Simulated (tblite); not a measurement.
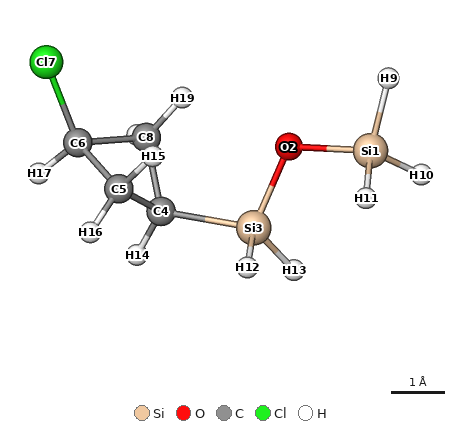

Starting structure of C$_{4}$H$_{11}$ClOSi$_{2}$. A ball-and-stick model, seen at a tilt.

The calculation used tblite, GFN2-xTB geometry optimisation, gas phase.

```xyz
19

Si    3.1606    0.7603    0.4428
O     1.5024    0.7107   -0.0069
Si    0.9745   -0.8536   -0.4289
C    -0.8822   -0.7292   -0.6328
C    -1.4768   -0.5863    0.7803
C    -2.5196    0.2842    0.1242
Cl   -3.1566    1.6106    1.0934
C    -1.4167    0.6724   -0.8647
H     3.4107    2.1001    1.0114
H     3.9651    0.5842   -0.7541
H     3.4021   -0.2878    1.4459
H     1.1855   -1.7767    0.7059
H     1.6355   -1.4108   -1.5820
H    -1.3387   -1.5288   -1.2380
H    -0.8010    0.0245    1.4038
H    -1.8160   -1.5372    1.2120
H    -3.2789   -0.3232   -0.3775
H    -1.7968    0.8387   -1.8887
H    -0.7629    1.4570   -0.4536
```

### What does the optimiser find from here?

H9 moves most after the best rigid fit: 1.99 Å. Largest moves by element: H 1.99 Å, Cl 1.49 Å, O 1.10 Å, Si 0.71 Å, C 0.65 Å. Among the contacts that change: Si1–Si3 2.854 → 3.220 Å, Si1–O2 1.719 → 1.625 Å, O2–Si3 1.704 → 1.614 Å, Si3–C4 1.872 → 1.902 Å. Bond angles that change, for instance: Si1–O2–Si3 113.0° → 167.6°, Si3–C4–C5 106.8° → 117.3°, Cl7–C6–H17 114.8° → 106.3°. Groups turn about Si3–C4 by about 30°. Over 146 geometry steps the energy falls by 22.7 kcal/mol.

The structure at the end:

```xyz
19

Si    2.5475    0.9990    0.6981
O     1.9275   -0.3006   -0.0559
Si    1.0068   -1.4329   -0.7451
C    -0.8168   -0.9249   -0.5642
C    -1.3130   -0.5613    0.8522
C    -2.0094    0.6616    0.2586
Cl   -1.7895    2.1960    1.1315
C    -1.2068    0.4948   -1.0302
H     1.4441    1.8468    1.1404
H     3.3839    1.6660   -0.2965
H     3.3132    0.4654    1.8217
H     1.2610   -2.6742   -0.0166
H     1.3832   -1.4748   -2.1567
H    -1.4780   -1.6649   -1.0164
H    -0.4989   -0.2842    1.5192
H    -1.9568   -1.2820    1.3529
H    -3.0844    0.5348    0.1275
H    -1.7704    0.5757   -1.9578
H    -0.3529    1.1686   -1.0701
```

The end point in the same view:

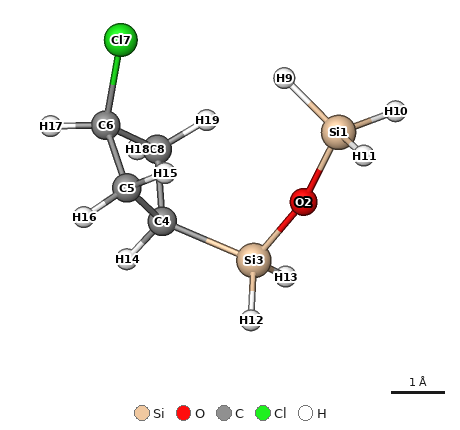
